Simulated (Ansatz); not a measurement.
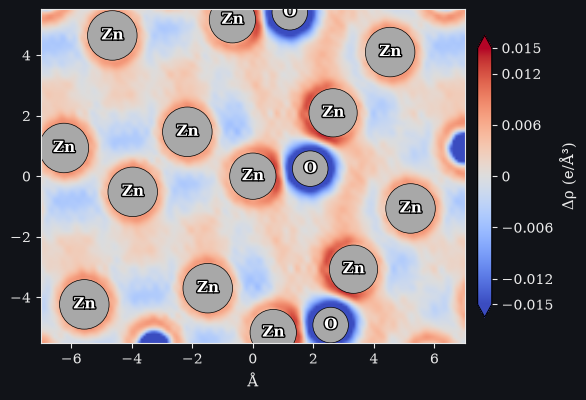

Zn6O. Difference of the valence pseudo-densities of two functionals at the same geometry, on the (11̄0) plane of the calculation cell: one of PBE and r2SCAN less the other.

Space group Cm; a generated structure, not necessarily the stable one.

Both computed with Ansatz (plane waves, PAW), on the same k-point mesh. Grey discs cover the atomic cores.

**Which was subtracted from which, and what does the map show?**

It is PBE less r2SCAN. Against r2SCAN, PBE gives more density around Zn (+0.007 e/Å³ on average at 1.0 Å from the nucleus), less density around O (−0.015 e/Å³ on average at 0.7 Å from the nucleus) and a change of +0.004 e/Å³ at the midpoint of Zn–O and +0.006 e/Å³ at the midpoint of Zn–O.
